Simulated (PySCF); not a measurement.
**InH2, step by step**

Aim: a series of 17 runs (UPBE0-D4/def2-TZVP, UCCSD(T)/def2-SVP, USVWN5/def2-SVP, UPBE/def2-SVP, UBLYP/def2-SVP, U-revPBE/def2-SVP, UTPSS/def2-SVP, U-r2SCAN/def2-SVP, and more) of H2In. 

Program for the calculation: PySCF 2.14.0.

### Step 1. The structure to begin with

InH2: 3 atoms, total charge 0, spin state doublet. The shape is cut from that of the parent molecule. The run starts from this shape.

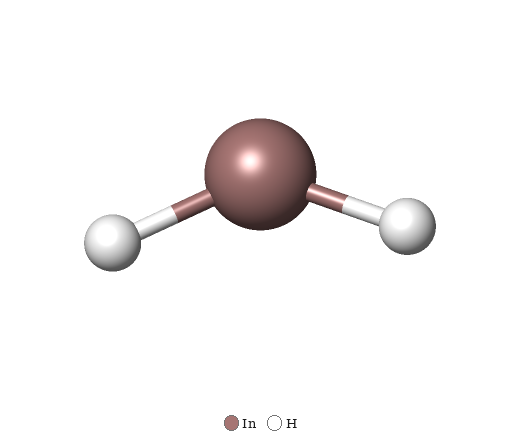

The structure, seen from a chosen angle (indium brown, hydrogen white).

### Step 2. A geometry optimisation at UPBE0-D4/def2-TZVP (density fitting with def2-universal-jkfit, core potential) (run 1)

calc.py reads:

```python
from pyscf import gto, dft
from pyscf.geomopt.geometric_solver import kernel as optimise

molecule = gto.M(
    atom=[
    ('In', (0.098627, 0.924446, -0.046879)),
    ('H', (1.010236, 1.535066, -1.381487)),
    ('H', (-0.687094, 1.772774, 1.227143)),
],
    spin=1,
    charge=0,
    ecp={'In': 'def2-svp'},
    basis='def2-tzvp',
    verbose=3,
    max_memory=1860,
)

mf = dft.UKS(molecule, xc='pbe0')
mf = mf.density_fit(auxbasis='def2-universal-jkfit')
mf.conv_tol = 1e-09
mf.disp = 'd4'
mf.max_cycle = 100
mf.grids.level = 4
converged, mol_eq = optimise(mf, maxsteps=80)
print('converged:', converged)
print(mol_eq.tostring())

mf.reset(mol_eq)
molecule = mol_eq
mf.kernel()
e_final = mf.e_tot
print('E(%s) = %.9f' % ('PBE0', e_final))
```

Started as:

```console
OMP_NUM_THREADS=1 python calc.py
```

Standard output:

```text
maxiter                   80
----------------------------------------------------------
Custom engine selected.
Bonds will be generated from interatomic distances less than 1.20 times sum of covalent radii
9 internal coordinates being used (instead of 9 Cartesians)
Internal coordinate system (atoms numbered from 1):
Distance 1-2
Distance 1-3
Angle 2-1-3
Translation-X 1-3
Translation-Y 1-3
Translation-Z 1-3
Rotation-A 1-3
Rotation-B 1-3
Rotation-C 1-3
> ===== Optimization Info: ====
> Job type: Energy minimization
> Maximum number of optimization cycles: 80
> Initial / maximum trust radius (Angstrom): 0.100 / 0.300
> Convergence Criteria:
> Will converge when all 5 criteria are reached:
>  |Delta-E| < 1.00e-06
>  RMS-Grad  < 3.00e-04
>  Max-Grad  < 4.50e-04
>  RMS-Disp  < 1.20e-03
>  Max-Disp  < 1.80e-03
> === End Optimization Info ===

Geometry optimization cycle 1
Cartesian coordinates (Angstrom)
 Atom        New coordinates             dX        dY        dZ
  In   0.098627   0.924446  -0.046879    0.000000  0.000000  0.000000
   H   1.010236   1.535066  -1.381487    0.000000  0.000000  0.000000
   H  -0.687094   1.772774   1.227143    0.000000  0.000000 -0.000000

WARN: Mole.unit (angstrom) is changed to Bohr

WARN: HOMO -0.545014516464103 >= LUMO -0.545014516464102

converged SCF energy = -191.269287355419  <S^2> = 0.7524974  2S+1 = 2.0024958
--------------- DFUKS_Scanner gradients ---------------
         x                y                z
0 In     0.0000709285     0.0107691903     0.0008611126
1 H    -0.0019280362    -0.0047503968     0.0025100564
2 H     0.0018571623    -0.0060182727    -0.0033714747
----------------------------------------------
cycle 1: E = -191.269287355  dE = -191.269  norm(grad) = 0.0141542
Step    0 : Gradient = 8.172e-03/1.080e-02 (rms/max) Energy = -191.2692873554
Hessian Eigenvalues: 5.00000e-02 5.00000e-02 5.00000e-02 ... 9.80965e-02 9.96554e-02 1.60000e-01

Geometry optimization cycle 2
Cartesian coordinates (Angstrom)
 Atom        New coordinates             dX        dY        dZ
  In   0.096552   0.880433  -0.047675   -0.002075 -0.044013 -0.000796
   H   1.011358   1.556312  -1.381247    0.001122  0.021246  0.000240
   H  -0.686143   1.795524   1.227709    0.000951  0.022750  0.000566
converged SCF energy = -191.270201946631  <S^2> = 0.7529268  2S+1 = 2.0029247
--------------- DFUKS_Scanner gradients ---------------
         x                y                z
0 In     0.0004451646     0.0037766100    -0.0003386552
1 H     0.0001876247    -0.0020072504    -0.0004675775
2 H    -0.0006326844    -0.0017686321     0.0008062117
----------------------------------------------
cycle 2: E = -191.270201947  dE = -0.000914591  norm(grad) = 0.00479967
Step    1 : Displace = 3.116e-02/4.406e-02 (rms/max) Trust = 1.000e-01 (=) Grad = 2.771e-03/3.818e-03 (rms/max) E (change) = -191.2702019466 (-9.146e-04) Quality = 1.347
Hessian Eigenvalues: 5.00000e-02 5.00000e-02 5.00000e-02 ... 7.50725e-02 9.88468e-02 1.36443e-01

Geometry optimization cycle 3
Cartesian coordinates (Angstrom)
 Atom        New coordinates             dX        dY        dZ
  In   0.092839   0.837128  -0.045913   -0.003714 -0.043306  0.001762
   H   0.998913   1.579930  -1.360103   -0.012444  0.023619  0.021145
   H  -0.669990   1.815172   1.204805    0.016153  0.019648 -0.022904
converged SCF energy = -191.270502606306  <S^2> = 0.75312097  2S+1 = 2.0031185
--------------- DFUKS_Scanner gradients ---------------
         x                y                z
0 In     0.0000686476    -0.0001417998    -0.0001173870
1 H     0.0003288887    -0.0000219417    -0.0005032187
2 H    -0.0003975534     0.0001633379     0.0006206618
----------------------------------------------
cycle 3: E = -191.270502606  dE = -0.00030066  norm(grad) = 0.000985102
Step    2 : Displace = 3.752e-02/4.349e-02 (rms/max) Trust = 1.414e-01 (+) Grad = 5.687e-04/7.549e-04 (rms/max) E (change) = -191.2705026063 (-3.007e-04) Quality = 1.104
Hessian Eigenvalues: 5.00000e-02 5.00000e-02 5.00000e-02 ... 7.21926e-02 9.87150e-02 1.27829e-01

Geometry optimization cycle 4
Cartesian coordinates (Angstrom)
 Atom        New coordinates             dX        dY        dZ
  In   0.092354   0.832551  -0.045586   -0.000485 -0.004577  0.000327
   H   0.995677   1.582750  -1.354916   -0.003236  0.002820  0.005187
   H  -0.666269   1.816942   1.199289    0.003722  0.001770 -0.005516
converged SCF energy = -191.270510679782  <S^2> = 0.75310505  2S+1 = 2.0031026
--------------- DFUKS_Scanner gradients ---------------
         x                y                z
0 In     0.0000206916    -0.0001152249    -0.0000419007
1 H     0.0000529742     0.0000325908    -0.0000776801
2 H    -0.0000736866     0.0000820328     0.0001196187
----------------------------------------------
cycle 4: E = -191.27051068  dE = -8.07348e-06  norm(grad) = 0.000227664
Step    3 : Displace = 6.165e-03/6.875e-03 (rms/max) Trust = 2.000e-01 (+) Grad = 1.314e-04/1.627e-04 (rms/max) E (change) = -191.2705106798 (-8.073e-06) Quality = 1.103
Hessian Eigenvalues: 4.99999e-02 5.00000e-02 5.00000e-02 ... 7.69845e-02 9.89771e-02 1.07618e-01

Geometry optimization cycle 5
Cartesian coordinates (Angstrom)
 Atom        New coordinates             dX        dY        dZ
  In   0.092301   0.832646  -0.045498   -0.000052  0.000095  0.000087
   H   0.995335   1.582790  -1.354394   -0.000342  0.000040  0.000521
   H  -0.665873   1.816829   1.198679    0.000395 -0.000114 -0.000610
converged SCF energy = -191.270510862509  <S^2> = 0.75309664  2S+1 = 2.0030942
--------------- DFUKS_Scanner gradients ---------------
         x                y                z
0 In     0.0000000513    -0.0000087705    -0.0000008607
1 H     0.0000022265     0.0000033543    -0.0000029599
2 H    -0.0000022994     0.0000048098     0.0000038589
----------------------------------------------
cycle 5: E = -191.270510863  dE = -1.82727e-07  norm(grad) = 1.20809e-05
Step    4 : Displace = 5.632e-04/7.361e-04 (rms/max) Trust = 2.828e-01 (+) Grad = 6.975e-06/8.813e-06 (rms/max) E (change) = -191.2705108625 (-1.827e-07) Quality = 1.048
Hessian Eigenvalues: 4.99999e-02 5.00000e-02 5.00000e-02 ... 7.69845e-02 9.89771e-02 1.07618e-01
Converged! =D

converged: True
In          0.09230139        0.83264600       -0.04549810
H           0.99533482        1.58279034       -1.35439403
H          -0.66587322        1.81682856        1.19867911

WARN: HOMO -0.555306181596387 >= LUMO -0.555306181596391

converged SCF energy = -191.270510862517  <S^2> = 0.7530959  2S+1 = 2.0030935
E(PBE0) = -191.270510863
```

Wall time 42 s (1 thread of Arm Neoverse N1, shared host); peak memory 0.6 GiB.

The path in brief:

```
step  energy from the first frame kept (eV)  largest force (eV/Å)
   0                                 0.0000                0.5556
   1                                -0.0249                0.1963
   2                                -0.0331                0.0388
   3                                -0.0333                0.0084
   4                                -0.0333                0.0005
```

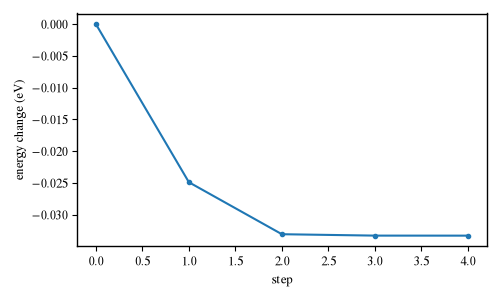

Energy along the run.

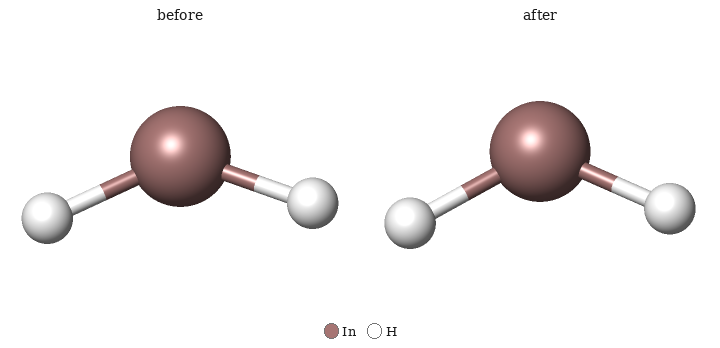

Before and after, at one scale.

After the run. Bond lengths: In1–H2 1.758 Å, In1–H3 1.758 Å. Angles: H2–In1–H3 120.6°.

### Step 3. Fragment A of bond 2-1: the energy at UCCSD(T)/def2-SVP (core potential) (run 2)

start.xyz reads:

```xyz
3
H2In
In     0.092301     0.832646    -0.045498
H      0.995335     1.582790    -1.354394
H     -0.665873     1.816829     1.198679
```

job.py reads:

```python
from pyscf import gto, scf, cc

mol = gto.M(
    atom='start.xyz',
    basis='def2-svp',
    ecp={'In': 'def2-svp'},
    charge=0,
    verbose=3,
    spin=1,
    max_memory=1860,
)

myscf = scf.UHF(mol)
myscf.conv_tol = 1e-10
myscf.kernel()
if not myscf.converged:
    myscf = myscf.newton().run(myscf.mo_coeff, myscf.mo_occ)

mycc = cc.CCSD(myscf, frozen=4)
mycc.kernel()
e_t = mycc.ccsd_t()
e_tot = mycc.e_tot + e_t
print('E(%s) = %.9f' % ('CCSD(T)', e_tot))
```

Started as:

```console
OMP_NUM_THREADS=1 python job.py
```

Standard output:

```text
converged SCF energy = -190.318192118287  <S^2> = 0.75684383  2S+1 = 2.0068322
E(UCCSD) = -190.4168117778484  E_corr = -0.09861965956109825
UCCSD(T) correction = -0.00259408845924821
E(CCSD(T)) = -190.419405866
```

It took 4.2 s on 1 thread of Arm Neoverse N1, shared host; peak memory 0.15 GiB.

Runs 3 to 13 aren't shown in full; the table further down has their settings and results.

### Step 4. Fragment A of bond 2-1: a single-point energy at UCAM-B3LYP/def2-SVP (core potential) (run 14)

calc.py reads:

```python
from pyscf import gto, dft

mol = gto.M(
    atom='''
In     0.174424     1.573473    -0.085979
H      1.880911     2.991040    -2.559434
H     -1.258318     3.433309     2.265175
''',
    verbose=3,
    ecp={'In': 'def2-svp'},
    spin=1,
    charge=0,
    basis='def2-svp',
    unit='bohr',
    max_memory=1860,
)

ks = dft.UKS(mol)
ks.xc = 'cam-b3lyp'
ks.grids.level = 5
ks.conv_tol = 1e-10
ks.kernel()
if not ks.converged:
    ks = ks.newton().run(ks.mo_coeff, ks.mo_occ)

energy = ks.e_tot
print('E(%s) = %.9f' % ('CAM-B3LYP', energy))
```

Started as:

```console
OMP_NUM_THREADS=1 python calc.py
```

Standard output:

```text
converged SCF energy = -191.240465343648  <S^2> = 0.75408956  2S+1 = 2.0040854
E(CAM-B3LYP) = -191.240465344
```

Run time: 8.1 s. Hardware: 1 thread of Arm Neoverse N1, shared host; peak memory 0.23 GiB.

Runs 15 to 16 aren't shown in full; the table further down has their settings and results.

### Step 5. Fragment A of bond 2-1: the energy at UB2PLYP/def2-SVP (core potential) (run 17)

calc.py reads:

```python
from pyscf import gto, dft, mp

mol = gto.M(
    atom=[
    ('In', (0.092301, 0.832646, -0.045498)),
    ('H', (0.995335, 1.582790, -1.354394)),
    ('H', (-0.665873, 1.816829, 1.198679)),
],
    charge=0,
    ecp={'In': 'def2-svp'},
    spin=1,
    max_memory=1860,
    verbose=3,
    basis='def2-svp',
)

mf = dft.UKS(mol, xc='0.53*HF + 0.47*B88, 0.73*LYP')
mf.conv_tol = 1e-10
mf.grids.level = 5
mf.kernel()
if not mf.converged:
    mf = mf.newton().run(mf.mo_coeff, mf.mo_occ)

pt = mp.MP2(mf, frozen=4).run()
energy = mf.e_tot + 0.27 * pt.e_corr
print('PT2 part  %.8f' % (0.27 * pt.e_corr))
print('Final energy', energy)
```

Started as:

```console
OMP_NUM_THREADS=1 python calc.py
```

Standard output:

```text
converged SCF energy = -190.954857673624  <S^2> = 0.75514397  2S+1 = 2.0051374
E(UMP2) = -191.057309289526  E_corr = -0.102451615901941
E(SCS-UMP2) = -191.061832423785  E_corr = -0.106974750160818
PT2 part  -0.02766194
Final energy -190.9825196099174
```

Run time: 6.9 s. Hardware: 1 thread of Arm Neoverse N1, shared host; peak memory 0.23 GiB.

### Step 6. All runs side by side

```
run                                                                           level      task  integral approximation  energy (Eh)  dipole moment (D) of the reference  HOMO energy (eV)  LUMO energy (eV)  wall time
  1  UPBE0-D4/def2-TZVP (density fitting with def2-universal-jkfit, core potential)  optimise    def2-universal-jkfit  -191.270511                                0.42             -5.43             -2.57       42 s
  2                                              UCCSD(T)/def2-SVP (core potential)    energy                    none  -190.419406                                0.57             -7.70              0.35      4.2 s
  3                                                USVWN5/def2-SVP (core potential)    energy                    none  -190.921735                                0.16             -4.51             -3.68      3.9 s
  4                                                  UPBE/def2-SVP (core potential)    energy                    none  -191.258905                                0.25             -4.45             -3.39      6.6 s
  5                                                 UBLYP/def2-SVP (core potential)    energy                    none  -191.216556                                0.29             -4.30             -3.45      6.6 s
  6                                              U-revPBE/def2-SVP (core potential)    energy                    none  -191.317895                                0.29             -4.43             -3.29      6.6 s
  7                                                 UTPSS/def2-SVP (core potential)    energy                    none  -191.191728                                0.38             -4.57             -3.36       11 s
  8                                              U-r2SCAN/def2-SVP (core potential)    energy                    none  -191.333250                                0.34             -4.78             -2.99       10 s
  9                                                UM06-L/def2-SVP (core potential)    energy                    none  -191.401872                                0.48             -4.31             -3.44       11 s
 10                                                 UPBE0/def2-SVP (core potential)    energy                    none  -191.261412                                0.34             -5.39             -2.53      6.6 s
 11                                                UB3LYP/def2-SVP (core potential)    energy                    none  -191.337219                                0.35             -5.19             -2.95      7.2 s
 12                                                UBHLYP/def2-SVP (core potential)    energy                    none  -191.184949                                0.44             -6.18             -1.86      6.3 s
 13                                               UM06-2X/def2-SVP (core potential)    energy                    none  -191.189995                                0.43             -6.32             -2.73       10 s
 14                                            UCAM-B3LYP/def2-SVP (core potential)    energy                    none  -191.240465                                0.36             -6.55             -1.73      8.1 s
 15                                               U-wB97X/def2-SVP (core potential)    energy                    none  -191.295613                                0.34             -7.30             -1.20      8.4 s
 16                                             U-wB97M-V/def2-SVP (core potential)    energy                    none  -191.199439                                0.34             -7.32             -0.89       23 s
 17                                               UB2PLYP/def2-SVP (core potential)    energy                    none  -190.982520                                0.44             -6.18             -1.48      6.9 s
```

### Step 7. What came out

| quantity | value |
| --- | --- |
| fragment A of bond 2-1, run 17: total energy | -190.98252 Eh |
| fragment A of bond 2-1, run 17: dipole moment (SCF part) | 0.44 D |
| fragment A of bond 2-1, run 17: HOMO energy (SCF part's orbitals) (highest over α and β) | -6.18 eV |
| fragment A of bond 2-1, run 17: LUMO energy (SCF part's orbitals) (lowest over α and β) | -1.48 eV |
| fragment A of bond 2-1, run 17: ⟨S²⟩ | 0.755 |

What this shows: Over runs 3, 4, 5, 6, 7, 8, 9, 10, 11, 12, 13, 14, 15, 16, 17 the dipole moment (its size) runs from 0.16 D (USVWN5/def2-SVP) to 0.48 D (UM06-L/def2-SVP). Totals of different functionals can't be ranked against each other. All runs together took 3 min, the longest 42 s.
